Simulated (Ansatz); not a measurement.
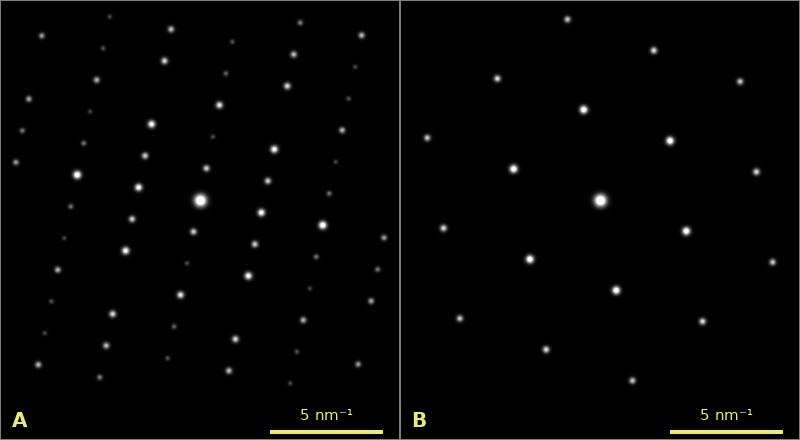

Kinematic electron diffraction patterns (200 kV, B = 0.5 Å², same scale, each along a low-index zone) of two structures of composition TlAs2, each relaxed at zero pressure with DFT PBE, scalar-relativistic, plane waves, PAW in Ansatz.

The structures (standard cells):
1. P4/nmm (No. 129), a = 5.016 Å, c = 6.881 Å, 6 atoms; generated start, possibly hypothetical
2. Fm-3m (No. 225), a = 6.849 Å, 12 atoms; generated start, possibly hypothetical

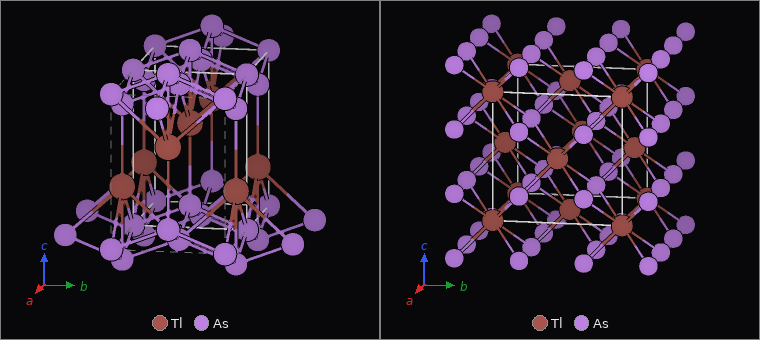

Drawings of the structures 1 to 2, from left to right (each may span several cells).

Question: Which pattern belongs to which structure, and along which zone?

Answer: A is structure 1 along [110] or an equivalent direction: rectangular net of 0 0 1 at d = 6.88 Å and 1 -1 0 at d = 3.55 Å, 90.0° apart (some points of this net are extinct or too weak to see). B is structure 2 along [111] or an equivalent direction: hexagonal net of -2 2 0 at d = 2.42 Å and -2 0 2 at d = 2.42 Å, 60.0° apart.

Question: Rank the structures by their computed energy.

Answer: Structure 1 (P4/nmm, 28.86 Å³ an atom) is the lowest of these; structure 2 (Fm-3m, 26.78 Å³ an atom) lies about 480 meV an atom higher. These are static energies at 0 K; other structures, not shown, may lie lower still.
